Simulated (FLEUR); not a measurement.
**Does KCrCl3 carry moments in FLEUR?**

Aim: find out whether KCrCl3 carries moments when they start parallel, and what they gain.

Main program and level: FLEUR MaX-R8.1; LDA (VWN) with U = 4.4 eV, J = 0.9 eV on Cr d; all-electron FLAPW, Dirac cores, scalar-relativistic bands.

**1. Starting point**

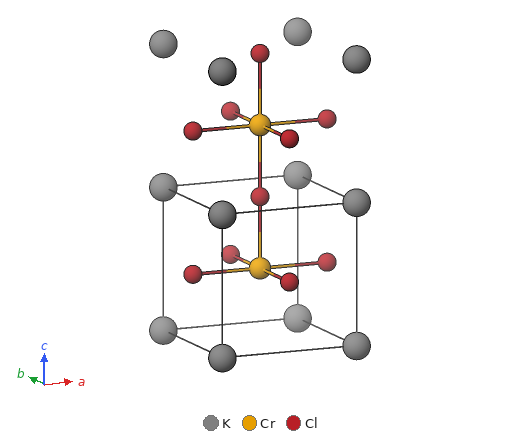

Start, viewed slightly off an axis; potassium grey, chromium orange, chlorine red. 1×1×2 cells are drawn. Some periodic images of atoms are drawn too.

As a file:

```
K Cr Cl
1.0
     4.97792    0.00000    0.00000
     0.00000    4.97792    0.00000
     0.00000    0.00000    4.97062
K Cr Cl
1 1 3
Direct
  0.00000 0.00000 0.99676
  0.50000 0.50000 0.48507
  0.50000 0.00000 0.48536
  0.50000 0.50000 0.98504
  0.00000 0.50000 0.48536
```

The cell comes from a database of computed structures and need not be the stable phase.

**2. Start 1: ferro +**

The parallel start is the test of whether parallel moments hold. The U counters the self-interaction that shrinks the moments of a localised shell.

inpgen writes inp.xml from crystal.txt; cutoffs, mixing, functional, smearing and local orbitals are then set in the file. The k list default-1 (kpts.xml, not shown) is a Γ-centred 4×4×4 mesh; where the ranks do not divide the number of points, some are split in two of half the weight.

inp.xml

```
<?xml version="1.0" encoding="UTF-8" standalone="no"?>
<fleurInput fleurInputVersion="0.39">
   <comment>
      KCrCl3
   </comment>
   <calculationSetup>
      <cutoffs Kmax="4.14" Gmax="12.4" GmaxXC="12.4" numbands="0"/>
      <scfLoop itmax="130" minDistance="0.0001" maxIterBroyd="15" imix="Anderson" alpha="0.05" precondParam="0.0" spinf="2.0" sdNocoIR="T"/>
      <coreElectrons ctail="T" frcor="F" kcrel="0" coretail_lmax="0"/>
      <xcFunctional name="vwn" relativisticCorrections="F"/>
      <magnetism jspins="2"/>
      <soc l_soc="F" theta="0.0" phi="0.0" spav="F"/>
      <expertModes spex="0" secvar="F"/>
      <geometryOptimization l_f="F" forcealpha="1.0" forcemix="BFGS" epsdisp="0.00001" epsforce="0.00001"/>
      <ldaU l_linMix="F" mixParam="0.05" spinf="1.0"/>
   </calculationSetup>
   <cell>
      <bzIntegration valenceElectrons="44.0" mode="hist" fermiSmearingEnergy="0.00110248">
         <kPointListSelection listName="default-1"/>
         <xi:include xmlns:xi="http://www.w3.org/2001/XInclude" href="kpts.xml"> </xi:include>
      </bzIntegration>
      <xi:include xmlns:xi="http://www.w3.org/2001/XInclude" href="sym.xml"> </xi:include>
      <bulkLattice scale="1.0">
         <bravaisMatrix>
            <row-1>    9.4069054701688319     0.0000000000000000     0.0000000000000000</row-1>
            <row-2>    0.0000000000000000     9.4069054701688319     0.0000000000000000</row-2>
            <row-3>    0.0000000000000000     0.0000000000000000     9.3931029105547523</row-3>
         </bravaisMatrix>
      </bulkLattice>
   </cell>
   <atomSpecies>
      <species name="Potassium (K)" element="K" atomicNumber="19">
         <mtSphere radius="2.8" gridPoints="925" logIncrement="0.013"/>
         <atomicCutoffs lmax="10" lnonsphr="8"/>
         <electronConfig flipSpins="F">
            <coreConfig>(1s1/2) (2s1/2) (2p1/2) (2p3/2)</coreConfig>
            <valenceConfig>(3s1/2) (3p1/2) (3p3/2) (4s1/2)</valenceConfig>
            <stateOccupation state="(4s1/2)" spinUp="0.500000" spinDown="0.500000"/>
         </electronConfig>
         <energyParameters s="4" p="4" d="3" f="4"/>
         <lo type="SCLO" l="0" n="3" eDeriv="0"/>
         <lo type="SCLO" l="1" n="3" eDeriv="0"/>
      </species>
      <species name="Chromium (3.001" element="Cr" atomicNumber="24">
         <mtSphere radius="2.77" gridPoints="915" logIncrement="0.013"/>
         <atomicCutoffs lmax="10" lnonsphr="8"/>
         <electronConfig flipSpins="F">
            <coreConfig>(1s1/2) (2s1/2) (2p1/2) (2p3/2)</coreConfig>
            <valenceConfig>(3s1/2) (3p1/2) (3p3/2) (4s1/2) (3d3/2) (3d5/2)</valenceConfig>
            <stateOccupation state="(4s1/2)" spinUp="0.5" spinDown="0.5"/>
            <stateOccupation state="(3d3/2)" spinUp="1.0005" spinDown="0.9995"/>
            <stateOccupation state="(3d5/2)" spinUp="3.0" spinDown="0.0"/>
         </electronConfig>
         <energyParameters s="4" p="4" d="3" f="4"/>
         <ldaU l="2" U="4.4" J="0.9" l_amf="F"/>
         <lo type="SCLO" l="0" n="3" eDeriv="0"/>
         <lo type="SCLO" l="1" n="3" eDeriv="0"/>
      </species>
      <species name="Chlorine (Cl)" element="Cl" atomicNumber="17">
         <mtSphere radius="1.81" gridPoints="599" logIncrement="0.019"/>
         <atomicCutoffs lmax="8" lnonsphr="6"/>
         <electronConfig flipSpins="F">
            <coreConfig>(1s1/2) (2s1/2) (2p1/2) (2p3/2)</coreConfig>
            <valenceConfig>(3s1/2) (3p1/2) (3p3/2)</valenceConfig>
            <stateOccupation state="(3p1/2)" spinUp="0.833333" spinDown="0.833333"/>
            <stateOccupation state="(3p3/2)" spinUp="1.666667" spinDown="1.666667"/>
         </electronConfig>
         <energyParameters s="3" p="3" d="3" f="4"/>
      </species>
   </atomSpecies>
   <atomGroups>
      <atomGroup species="Potassium (K)">
         <relPos label="                   1">.0000000000 .0000000000 -.0032420000</relPos>
         <force calculate="T" relaxXYZ="TTT"/>
      </atomGroup>
      <atomGroup species="Chromium (3.001">
         <relPos label="                   2">1.000/2.000 1.000/2.000 .4850700000</relPos>
         <force calculate="T" relaxXYZ="TTT"/>
      </atomGroup>
      <atomGroup species="Chlorine (Cl)">
         <relPos label="                   3">1.000/2.000 .0000000000 .4853650000</relPos>
         <relPos label="                   5">.0000000000 1.000/2.000 .4853650000</relPos>
         <force calculate="T" relaxXYZ="TTT"/>
      </atomGroup>
      <atomGroup species="Chlorine (Cl)">
         <relPos label="                   4">1.000/2.000 1.000/2.000 -.0149580000</relPos>
         <force calculate="T" relaxXYZ="TTT"/>
      </atomGroup>
   </atomGroups>
   <output dos="F" band="F" slice="F">
      <bandDOS minEnergy="-.5*Htr" maxEnergy="0.5*Htr" sigma="0.015" storeEVData="T"/>
      <plotting iplot="0" polar="F">
         <plot TwoD="T" vec1="  1.0  0.0  0.0" vec2="  0.0  1.0  0.0" vec3="  0.0  0.0  1.0" zero="  0.0  0.0  0.0" file="plot"/>
      </plotting>
      <moessbauerParams electricFieldGradient="F" isomerShift="F" coreHyperfine="F" valenceHyperfine="F"/>
   </output>
</fleurInput>
```

crystal.txt

```
KCrCl3
&input film=F cartesian=F /
4.97792000000  0.00000000000  0.00000000000
0.00000000000  4.97792000000  0.00000000000
0.00000000000  0.00000000000  4.97061600000
1.8897261246
1.0 1.0 1.0

5
19 0.00000000000  0.00000000000  0.99675800000
24 0.50000000000  0.50000000000  0.48507000000 : 3.001
17 0.50000000000  0.00000000000  0.48536500000
17 0.50000000000  0.50000000000  0.98504200000
17 0.00000000000  0.50000000000  0.48536500000

&kpt div1=4 div2=4 div3=4 gamma=T /
```

Run with:

```bash
> OMP_NUM_THREADS=1 inpgen -f crystal.txt > inpgen.log  # inp.xml is then edited as shown
> OMP_NUM_THREADS=1 mpirun -n 4 fleur_MPI > fleur.log
```

The log of the run:

```text
Welcome to FLEUR        (www.flapw.de)
      MaX-Release 8.1          (www.max-centre.eu)

 ========== k-point set info ==========
 Selected k-point list: default-1
 k-point list type: mesh
 0 x 0 x 0
 Number of k points: 20

 ------------Calculation Setup---------------------------
 Number of MPI-tasks      :            4
 Number of PE/node        :            4
 Number of OMP-threads    :            1
 k-points in parallel     :            4
 pe's per k-point         :            1
 No of k-point loops      :            5
 Eigenvalue solver        :       lapack
 Number of basis functions:         1051
 Approximate size of matrices (H+S) per k-point:         0.033 GB
 --------------------------------------------------------
 no density matrix found ... skipping LDA+U
 Reset of history
 Iteration:     1   Distance:      10.17711275 me/bohr^3
 Iteration:     2   Distance:       8.21018008 me/bohr^3
 Iteration:     3   Distance:       8.12046570 me/bohr^3
 Iteration:     4   Distance:       8.18008642 me/bohr^3
 Iteration:     5   Distance:       3.86888971 me/bohr^3
 Iteration:     6   Distance:       1.58649454 me/bohr^3
 Iteration:     7   Distance:       1.28124058 me/bohr^3
 Iteration:     8   Distance:       0.53150805 me/bohr^3
 Iteration:     9   Distance:       1.24136844 me/bohr^3
 Iteration:    10   Distance:       1.29019946 me/bohr^3
 Iteration:    11   Distance:       0.25179236 me/bohr^3
 Iteration:    12   Distance:       0.28391660 me/bohr^3
 Iteration:    13   Distance:       0.05185056 me/bohr^3
 Iteration:    14   Distance:       0.04465859 me/bohr^3
 Iteration:    15   Distance:       0.01315194 me/bohr^3
 Iteration:    16   Distance:       0.01884921 me/bohr^3
 Iteration:    17   Distance:       0.01888939 me/bohr^3
 Iteration:    18   Distance:       0.01957227 me/bohr^3
 Iteration:    19   Distance:       0.01312777 me/bohr^3
 Iteration:    20   Distance:       0.00396951 me/bohr^3
 Iteration:    21   Distance:       0.00184875 me/bohr^3
 Iteration:    22   Distance:       0.00105492 me/bohr^3
 Iteration:    23   Distance:       0.00028751 me/bohr^3
 Iteration:    24   Distance:       0.00009843 me/bohr^3

 ********************************************************************
 Run finished successfully
 Stop message:
   all done
 ********************************************************************

--- out.xml (last complete iteration) ---
<iteration numberForCurrentRun="   24" overallNumber="   24">
         [... left out ...]
         <bandgap value="0.0049206807" units="eV"/>
         <sumValenceSingleParticleEnergies value="-20.0259000104" units="Htr"/>
         <FermiEnergy value="0.1369247496" units="Htr"/>
         <valenceDensity>
            <mtCharges spin="1">
               <mtCharge atomType="1" total="3.9387589" s="1.0017079" p="2.9159086" d="0.0180646" f="0.0024675"/>
               <mtCharge atomType="2" total="8.6546334" s="1.1927773" p="3.2362933" d="4.1515105" f="0.0530580"/>
               <mtCharge atomType="3" total="2.1758898" s="0.7029536" p="1.4634640" d="0.0087375" f="0.0006155"/>
               <mtCharge atomType="4" total="2.1765021" s="0.7029350" p="1.4639532" d="0.0088662" f="0.0006259"/>
            </mtCharges>
            <mtCharges spin="2">
               <mtCharge atomType="1" total="3.9376671" s="1.0013268" p="2.9157683" d="0.0176054" f="0.0023915"/>
               <mtCharge atomType="2" total="4.7491575" s="1.1528465" p="3.2119937" d="0.3102909" f="0.0520932"/>
               <mtCharge atomType="3" total="2.1955678" s="0.6999519" p="1.4936356" d="0.0017363" f="0.0002314"/>
               <mtCharge atomType="4" total="2.1955451" s="0.6999083" p="1.4936454" d="0.0017445" f="0.0002340"/>
            </mtCharges>
            <spinDependentCharge spin="1" total="24.0000000" interstitial="4.8783260" mtSpheres="19.1216740"/>
            <spinDependentCharge spin="2" total="20.0000000" interstitial="4.7264946" mtSpheres="15.2735054"/>
            <totalCharge value="44.0000000000"/>
         </valenceDensity>
         [... left out ...]
         <allElectronCharges>
            <spinDependentCharge spin="1" total="49.0000000" interstitial="4.8787442" mtSpheres="44.1212558"/>
            <spinDependentCharge spin="2" total="45.0000000" interstitial="4.7269130" mtSpheres="40.2730869"/>
            <totalCharge value="93.9999999822"/>
         </allElectronCharges>
         <magneticMomentsInMTSpheres units="muBohr">
            <globalMagMoment atomType="1" vec="0.00000   0.00000   0.00109"/>
            <localMagMoment atomType="1" vec="0.00000   0.00000   0.00109"/>
            <globalMagMoment atomType="2" vec="0.00000   0.00000   3.90548"/>
            <localMagMoment atomType="2" vec="0.00000   0.00000   3.90548"/>
            <globalMagMoment atomType="3" vec="0.00000   0.00000  -0.01968"/>
            <localMagMoment atomType="3" vec="0.00000   0.00000  -0.01968"/>
            <globalMagMoment atomType="4" vec="0.00000   0.00000  -0.01904"/>
            <localMagMoment atomType="4" vec="0.00000   0.00000  -0.01904"/>
         </magneticMomentsInMTSpheres>
         <moessbauerParams unitsHFF="kG" unitsIS="e/bohr^3" unitsEFG="Htr/bohr^2">
         </moessbauerParams>
         <totalEnergy value="    -3030.2982360323" units="Htr">
            <sumOfEigenvalues value="    -1739.3281844578">
               <coreElectrons value="-1719.3022844475"/>
               <valenceElectrons value="-20.0259000104"/>
            </sumOfEigenvalues>
            <densityCoulombPotentialIntegral value="-4579.7976321970"/>
            <densityEffectivePotentialIntegral value="-4790.5119588704"/>
            <chargeDenXCDenIntegral value="-159.3288084235"/>
            <FockExchangeEnergyValence value="0.0000000000"/>
            <FockExchangeEnergyCore value="0.0000000000"/>
            <atomTypeDependentContributions atomType="1">
               <electronNucleiInteractionDifferentMTs value="713.1690612380"/>
               <MadelungTerm value="-5.6032114511"/>
            </atomTypeDependentContributions>
            <atomTypeDependentContributions atomType="2">
               <electronNucleiInteractionDifferentMTs value="1251.6526149053"/>
               <MadelungTerm value="-4.5046704696"/>
            </atomTypeDependentContributions>
            <atomTypeDependentContributions atomType="3">
               <electronNucleiInteractionDifferentMTs value="1080.8221031324"/>
               <MadelungTerm value="-24.2157844152"/>
            </atomTypeDependentContributions>
            <atomTypeDependentContributions atomType="4">
               <electronNucleiInteractionDifferentMTs value="540.4151051547"/>
               <MadelungTerm value="-12.1051583667"/>
            </atomTypeDependentContributions>
            <dftUCorrection value="-0.2333232101"/>
            <tkbTimesEntropy value="0.0004206955"/>
            <freeEnergy value="-3030.2986567278"/>
            <extrapolationTo0K value="-3030.2984463801"/>
         </totalEnergy>
         <ldaUDensityMatrix>
            <densityMatrixFor spin="1" atomType="2" uIndex="1" l="2" U="4.40000000" J="0.90000000">
               (+0.79800,+0.00000) (+0.00000,+0.00000) (+0.00000,+0.00000) (+0.00000,+0.00000) (-0.15361,+0.00000)
               (+0.00000,+0.00000) (+0.95158,+0.00000) (+0.00000,+0.00000) (+0.00000,+0.00000) (+0.00000,+0.00000)
               (+0.00000,+0.00000) (+0.00000,+0.00000) (+0.65235,+0.00000) (+0.00000,+0.00000) (+0.00000,+0.00000)
               (+0.00000,+0.00000) (+0.00000,+0.00000) (+0.00000,+0.00000) (+0.95158,+0.00000) (+0.00000,+0.00000)
               (-0.15361,+0.00000) (+0.00000,+0.00000) (+0.00000,+0.00000) (+0.00000,+0.00000) (+0.79800,+0.00000)
            </densityMatrixFor>
            <densityMatrixFor spin="2" atomType="2" uIndex="1" l="2" U="4.40000000" J="0.90000000">
               (+0.07106,+0.00000) (+0.00000,+0.00000) (+0.00000,+0.00000) (+0.00000,+0.00000) (+0.04577,+0.00000)
               (+0.00000,+0.00000) (+0.02543,+0.00000) (+0.00000,+0.00000) (+0.00000,+0.00000) (+0.00000,+0.00000)
               (+0.00000,+0.00000) (+0.00000,+0.00000) (+0.11733,+0.00000) (+0.00000,+0.00000) (+0.00000,+0.00000)
               (+0.00000,+0.00000) (+0.00000,+0.00000) (+0.00000,+0.00000) (+0.02543,+0.00000) (+0.00000,+0.00000)
               (+0.04577,+0.00000) (+0.00000,+0.00000) (+0.00000,+0.00000) (+0.00000,+0.00000) (+0.07106,+0.00000)
            </densityMatrixFor>
         </ldaUDensityMatrix>
         <ldaUDensityMatrixConvergence>
            <distance spin="1" distance="0.000010"/>
            <distance spin="2" distance="0.000002"/>
         </ldaUDensityMatrixConvergence>
         <densityConvergence units="me/bohr^3">
            <chargeDensity spin="1" distance="0.0000694546"/>
            <chargeDensity spin="2" distance="0.0000413376"/>
            <overallChargeDensity distance="0.0000984315"/>
            <spinDensity distance="0.0000581095"/>
         </densityConvergence>
      </iteration>
```

Wall time 4.6 min (4 MPI ranks of AMD EPYC 7R13 (Zen 3), shared host); peak memory 0.58 GiB; 18 min of CPU time.

Spin moment in the muffin-tin sphere by atom:

```csv
atom,spin moment in the muffin-tin sphere (μB)
K1,0.00
Cr2,3.91
Cl3,-0.02
Cl4,-0.02
Cl5,-0.02
```

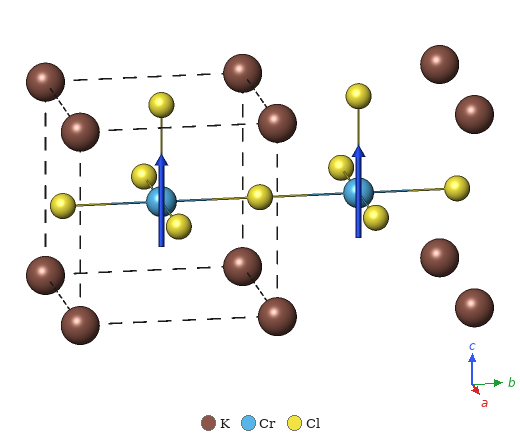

Spin moment in the muffin-tin sphere as arrows, the longest 3.91 μB. Up and down stand for the sign. Arrows give size and sign along the axis of quantisation, drawn up and down the page. 1×2×1 cells are drawn. Some periodic images of atoms are drawn too.

Numbers from this step:

* free energy: -82458.6272 eV
* program's band gap on this mesh (in a metal only a level spacing): 0.004921 eV
* magnetization: 4 μB
* final state: ferromagnetic

After 24 cycles the largest moment stands at 3.91 μB.

(Continued in part 2 of 2.)

[Logs and program files are shortened in this print: banners, set-up blocks, solver, clock and traceback lines can be left out without a mark of their own.]

[Logs are printed without paths, hosts, clocks, repeated set-up lines and the standing remarks that a program may print on its own settings, such as how far it seeks lower states.]

[Hosts, paths, dates, database ids (printed as entryN), source tags and the programs' standing remarks are cut or masked in the printed files.]

[Where a cell is said to come from a database of computed structures, the database is the Materials Project.]
